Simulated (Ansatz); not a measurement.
# Lattice dynamics of (SiC)3(MgO)1 [0001] superlattice, started as wurtzite, part 2 of 2

How does (SiC)3(MgO)1 [0001] superlattice, started as wurtzite vibrate, and is this structure a minimum?

Ansatz 0.2.0; DFT LDA, scalar-relativistic, plane waves, PAW.

So far. Step 4 (Relaxing to small forces for the phonons): The largest force component left is 0.37 meV/Å and the pressure is -0.002 GPa, within the tolerances set. The cell now holds 11.18 Å³/atom. The relaxed cell has a = 3.129, c = 10.545 Å (conventional setting).

The structure was built from a prototype and need not be the compound's stable phase.

## Step 5: Linear response at the zone centre

The zone centre is the only wavevector solved here; it holds the modes that light can see, as far as symmetry allows. No field response is asked, since the mesh shows no gap.

The input, input.yaml:

```yaml
crystal:
  lattice:
    - [3.1291913715, 0.0, 0.0]
    - [-1.5645956857, 2.709959221, 0.0]
    - [0.0, 0.0, 10.5451091741]
  atoms:
    - { symbol: C, position: [0.3333333333, 0.6666666667, 0.1870976871] }
    - { symbol: C, position: [0.6666666667, 0.3333333333, 0.4259889679] }
    - { symbol: C, position: [0.3333333333, 0.6666666667, 0.6613575789] }
    - { symbol: Mg, position: [0.6666666667, 0.3333333333, 0.7580010591] }
    - { symbol: O, position: [0.6666666667, 0.3333333333, 0.9638713017] }
    - { symbol: Si, position: [0.3333333333, 0.6666666667, 0.0134570687] }
    - { symbol: Si, position: [0.6666666667, 0.3333333333, 0.2506508948] }
    - { symbol: Si, position: [0.3333333333, 0.6666666667, 0.489575442] }
kpoints:
  mp_grid: { grid: [12, 12, 4] }
hamiltonian:
  xc: lda
scf:
  occupations: { method: methfessel_paxton, width: 0.15 }
output:
  eigenvalues: true
phonons:
  method: dfpt
```

Launch:

```console
ansatz run input.yaml --threads 8 --pin off --max-ram 14336MiB --backend cpu --events-out ev --progress --plain --runs-dir out
```

Numbers of over 12 decimals in the logs are rounded to 6 here.

What it wrote:

```text
[...]
Crystal: 8 atoms, lattice volume = 89.422 Å³
Basis set: ecut = 420 eV, 1739 PW (Γ), exchange–correlation on 48×48×144 points (8 copies of the dense FFT grid, shifted against one another)
Bands: 28, of which v1, the nominal top of the filled ones, is band 20 counted from 1 (19 counted from 0)
Symmetry: 6 space group operations
k-points: 164 of 576 (irreducible under 2 space group operations, time reversal used)
[...]
SCF iter   1: F=—  HF=-5010.011671 eV  |F-HF|=—  |Δ(HF+E_count)|=         —  Δρ=1.30e-2  dr2=2.26e-1  ethr=1.77e-3  ⟨swp⟩=6.1  Hψ=23487  notcnv=0
[...]
SCF iter  13: F=-5009.959357 eV  HF=-5009.959357 eV  |F-HF|=6.37e-12  |Δ(HF+E_count)|=  4.09e-11  S|Δr|=    0.00e0  Δρ=6.20e-8  dr2=6.90e-12  ethr=1.00e-12  ⟨swp⟩=10.1  Hψ=27297  notcnv=0
SCF 1 converged in 13 iterations: F = -5009.959357 eV  dr2 = 6.90e-12
[...]
DFPT response loops at Γ: preconditioner auto → Kerker (q_TF=auto, 2.386 Å⁻¹) (partly filled bands, converged f_vac=0.000); β = 1.00, the filter's whole step (`scf.mixing.beta` (0.50) is not read by the response loops under this deck's `scf.mixing.preconditioner`; to damp them name `kerker` or `kerker_dos`, under which they read `scf.mixing.beta`, and type it under 1.00, their step now; both keys bind the ground state too); Broyden in place of MSR1
SCF converged after 13 iterations
[...]
Free energy (F): -5009.959357 eV
[...]
Internal energy: -5009.959747 eV  (E = F + TS)
E sigma→0 (E₀):  -5009.959455 eV
Entropy (-TS):   0.000390 eV (0.049 meV/atom)
Fermi energy:    9.506914 eV
[...]
--- Band table (eV; the first three rows and the last of 164) ---
  k-point 0: bands = [... 16 lower, 7.6268, 8.1085, 8.1085, 10.5334, 10.5334, 12.6648, 13.3329, 13.9158, ... 4 higher]
  k-point 1: bands = [... 16 lower, 8.0593, 8.1083, 8.1083, 10.5344, 10.5344, 12.6156, 13.2116, 13.9046, ... 4 higher]
  k-point 2: bands = [... 16 lower, 8.1081, 8.1081, 8.3189, 10.5355, 10.5355, 12.5488, 13.1232, 13.8937, ... 4 higher]
  k-point 163: bands = [... 16 lower, 5.2531, 6.5104, 7.2753, 8.3489, 10.8288, 10.8799, 12.7998, 13.1158, ... 4 higher]
--- Phonons (Γ-DFPT): 16 representative perturbations + reference, on 164 of 576 k-points (Σ response iterations 52) ---
  k mesh reduced under 2 symmetry operations, with k and −k counted as one. Each operation leaves every solved perturbation unchanged. A smaller set is not used because it would not reduce the number of displacements times k-points to solve
  ASR residual: 4.852e-5 → 0.000e0 eV/Å²; symmetrization residual: 2.915e-6 eV/Å²
  ASR residual per site (eV/Å²): 1.45e-5 4.85e-5 3.04e-6 7.90e-6 2.04e-5 1.87e-5 1.24e-5 9.20e-6
  Γ frequencies (cm⁻¹): 0.00 0.00 0.00 104.42 104.42 160.13 160.13 227.54 227.54 267.65 299.84 299.84 304.63 451.78 508.61 508.61 541.68 668.52 668.52 690.16 690.16 832.10 855.30 891.22
  non-analytic LO–TO correction: not included (Born effective charges unavailable; polar crystals: no LO–TO splitting at Γ)
```

Elapsed: 88 s, on 8 threads of Arm Neoverse V2, shared host; peak memory 1.6 GiB.

The column dr2 measures how far the density is from self-consistency, as an energy; F and HF (Harris–Foulkes) agree once it is small.

Numbers from this step:

| Item | Value |
| --- | --- |
| sum-rule residual before enforcement | 4.85e-5 eV/Å² |
| point group | 3m |
| highest optical mode at the zone centre (no LO-TO term) | 891.2 cm⁻¹ |
| lowest optical zone-centre mode | 104.4 cm⁻¹ |

Patterns of degenerate modes are one choice out of their space. Modes at Γ, with each element's share of the kinetic energy:

```tsv
mode	frequency (cm⁻¹)	symmetry	C %	Mg %	O %	Si %
1	0.0	acoustic	22	15	10	52
2	0.0	acoustic	22	15	10	52
3	0.0	acoustic	22	15	10	52
4	104.4	E	24	44	9	24
5	104.4	E	24	44	9	24
6	160.1	E	17	9	11	62
7	160.1	E	17	9	11	62
8	227.5	E	21	0	6	72
9	227.5	E	21	0	6	72
10	267.6	A1	7	70	0	22
11	299.8	E	0	0	63	37
12	299.8	E	0	0	63	37
13	304.6	A1	13	4	37	46
14	451.8	A1	10	10	45	36
15	508.6	E	68	31	0	0
16	508.6	E	68	31	0	0
17	541.7	A1	11	0	7	82
18	668.5	E	74	0	0	26
19	668.5	E	74	0	0	26
20	690.2	E	72	0	0	28
21	690.2	E	72	0	0	28
22	832.1	A1	75	0	0	24
23	855.3	A1	87	0	0	13
24	891.2	A1	74	1	0	25
```

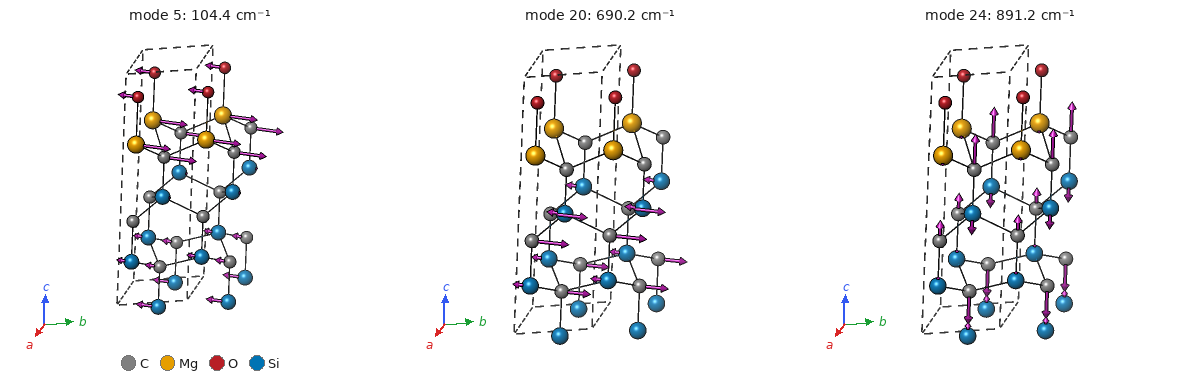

Displacement patterns of modes 5, 20 and 24 at Γ; arrows are exaggerated. 2×2×1 cells are drawn.

Before it was imposed, the acoustic sum rule was missed by 4.9e-5 eV/Å². Small misses are needed for a sound result but don't prove that mesh and cutoff are converged. The lowest optical mode is real, 104 cm⁻¹.

## Step 6: Isotope substitution, element C, natural mass 12.011 amu

An isotope changes the mass and not the force constants, so no new electronic calculation is needed; the shifts show which modes move this element.

The same force constants with the mass of C changed from 12.011 to 13.003 u (phonopy, no LO-TO term). Both lists are sorted by frequency; levels can cross, so a row need not hold one and the same mode. Modes under 3 cm⁻¹ are left out. Isotope shifts, by row:

```tsv
q	rank	natural mass (cm⁻¹)	changed mass (cm⁻¹)
0 0 0	4	104.4	103.4
0 0 0	5	104.4	103.4
0 0 0	6	160.1	159
0 0 0	7	160.1	159
0 0 0	8	227.5	225.6
0 0 0	9	227.5	225.6
0 0 0	10	267.6	266.8
0 0 0	11	299.8	299.8
0 0 0	12	299.8	299.8
0 0 0	13	304.6	303
0 0 0	14	451.8	450
0 0 0	15	508.6	495.1
0 0 0	16	508.6	495.1
0 0 0	17	541.7	539.1
0 0 0	18	668.5	649.3
0 0 0	19	668.5	649.3
0 0 0	20	690.2	670.8
0 0 0	21	690.2	670.8
0 0 0	22	832.1	807.5
0 0 0	23	855.3	826.9
0 0 0	24	891.2	865.9
```

A mode of this element alone would shift by -3.89 %. The highest zone-centre frequency without the field goes from 891.2 to 865.9 cm⁻¹ (-2.8 %). The product of the frequency ratios over all optical modes at Γ is 0.719; the product rule, (m/m′)^(3k/2) (M′/M)^(3/2) with k = 3 such atoms and M the mass of the cell, gives 0.719.

## Step 7: Another isotope, element Mg, natural mass 24.305 amu

The same for Mg, from 24.30 to 25.98 u.

The same force constants with the mass of Mg changed from 24.305 to 25.983 u (phonopy, no LO-TO term). Both lists are sorted by frequency; levels can cross, so a row need not hold one and the same mode. Modes under 3 cm⁻¹ are left out. Isotope shifts, by row:

```tsv
q	rank	natural mass (cm⁻¹)	changed mass (cm⁻¹)
0 0 0	4	104.4	102.9
0 0 0	5	104.4	102.9
0 0 0	6	160.1	159.6
0 0 0	7	160.1	159.6
0 0 0	8	227.5	227.5
0 0 0	9	227.5	227.5
0 0 0	10	267.6	261.4
0 0 0	11	299.8	299.8
0 0 0	12	299.8	299.8
0 0 0	13	304.6	304.3
0 0 0	14	451.8	450.4
0 0 0	15	508.6	503.4
0 0 0	16	508.6	503.4
0 0 0	17	541.7	541.7
0 0 0	18	668.5	668.5
0 0 0	19	668.5	668.5
0 0 0	20	690.2	690.2
0 0 0	21	690.2	690.2
0 0 0	22	832.1	832
0 0 0	23	855.3	855.2
0 0 0	24	891.2	891.1
```

A mode of this element alone would shift by -3.28 %. The highest zone-centre frequency without the field goes from 891.2 to 891.1 cm⁻¹ (-0.0 %). The product of the frequency ratios over all optical modes at Γ is 0.919; the product rule, (m/m′)^(3k/2) (M′/M)^(3/2) with k = 1 such atoms and M the mass of the cell, gives 0.919.

## Step 8: Another isotope, element O, natural mass 15.999 amu

The same for O, from 16.00 to 18.00 u.

The same force constants with the mass of O changed from 15.999 to 17.999 u (phonopy, no LO-TO term). Both lists are sorted by frequency; levels can cross, so a row need not hold one and the same mode. Modes under 3 cm⁻¹ are left out. Isotope shifts, by row:

```tsv
q	rank	natural mass (cm⁻¹)	changed mass (cm⁻¹)
0 0 0	4	104.4	103.8
0 0 0	5	104.4	103.8
0 0 0	6	160.1	159
0 0 0	7	160.1	159
0 0 0	8	227.5	226.6
0 0 0	9	227.5	226.6
0 0 0	10	267.6	267.6
0 0 0	11	299.8	289.3
0 0 0	12	299.8	289.3
0 0 0	13	304.6	297.6
0 0 0	14	451.8	440.5
0 0 0	15	508.6	508.6
0 0 0	16	508.6	508.6
0 0 0	17	541.7	539.8
0 0 0	18	668.5	668.5
0 0 0	19	668.5	668.5
0 0 0	20	690.2	690.2
0 0 0	21	690.2	690.2
0 0 0	22	832.1	832
0 0 0	23	855.3	855.2
0 0 0	24	891.2	891.2
```

A mode of this element alone would shift by -5.72 %. The highest zone-centre frequency without the field goes from 891.2 to 891.2 cm⁻¹ (-0.0 %). The product of the frequency ratios over all optical modes at Γ is 0.854; the product rule, (m/m′)^(3k/2) (M′/M)^(3/2) with k = 1 such atoms and M the mass of the cell, gives 0.854.

## Step 9: Another isotope, element Si, natural mass 28.085 amu

The same for Si, from 28.09 to 29.97 u.

A mode of this element alone would shift by -3.20 %. The highest zone-centre frequency without the field goes from 891.2 to 884.2 cm⁻¹ (-0.8 %). The product of the frequency ratios over all optical modes at Γ is 0.786; the product rule, (m/m′)^(3k/2) (M′/M)^(3/2) with k = 3 such atoms and M the mass of the cell, gives 0.786.

## Step 10: What came out

| Item | Value |
| --- | --- |
| space group after relaxation (within 0.01 Å) | P3m1 |
| volume per atom | 11.2 Å³ |
| electronic character | no gap on this mesh |
| highest optical mode at the zone centre (no LO-TO term) | 891 cm⁻¹ |
| lowest optical zone-centre mode | 104 cm⁻¹ |
| imaginary modes at Γ (the only wavevector solved) | none |

In words: The structure is stable against zone-centre distortions, since no mode there is imaginary; other wavevectors were not solved, so zone-boundary instabilities are untested. The optical modes at Γ span 104 to 891 cm⁻¹. No dispersion was computed. The highest mode in this list at Γ, 891.2 cm⁻¹, is mostly motion of C (74 % of the kinetic energy). With no gap, or one that is small against the smearing, the frequencies hang on the k mesh and the smearing, most of all near Kohn anomalies. The starting cell was built on a prototype and not taken from a measurement, so the phase need not exist. These are harmonic frequencies at zero temperature: anharmonic shifts, linewidths and thermal expansion are left out.

[Logs are printed without paths, hosts, clocks, repeated set-up lines and the standing remarks that a program may print on its own settings, such as how far it seeks lower states.]

[Hosts, paths, dates, database ids (printed as entryN), source tags and the programs' standing remarks are cut or masked in the printed files.]
